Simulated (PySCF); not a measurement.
Molecule: Al(Me)3(SH2), C3H11AlS, singlet. Atoms near the plane z = 1.0 Å, at the GFN2-xTB optimised geometry (x, y, z in Å): Al1 (-0.7, -1.3, 0.0), C6 (-0.8, 0.8, 0.0), H8 (-0.4, 1.2, 0.9), H9 (-1.9, 1.0, 0.0), C10 (-0.9, -2.2, 1.7), H12 (-0.4, -3.2, 1.7), H13 (-1.9, -2.4, 2.0), S14 (1.9, -1.3, 0.0), H16 (1.8, -0.3, 0.9).

Calculation: B3LYP/def2-TZVP in PySCF. The values are rescaled to run from 0 to 1.

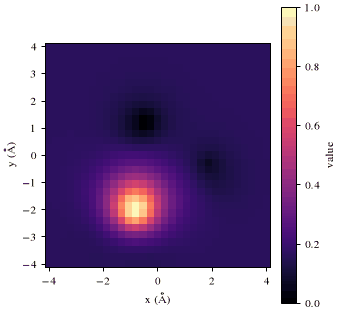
Figure: a field on the plane z = 1.0 Å.

Task: Which quantity is mapped?
A. an orbital amplitude
B. deformation density (molecule minus spherical neutral atoms)
C. Laplacian of the electron density
D. electron localisation function

Result: A, an orbital amplitude. In full: HOMO−1 amplitude (bohr^(-3/2)).
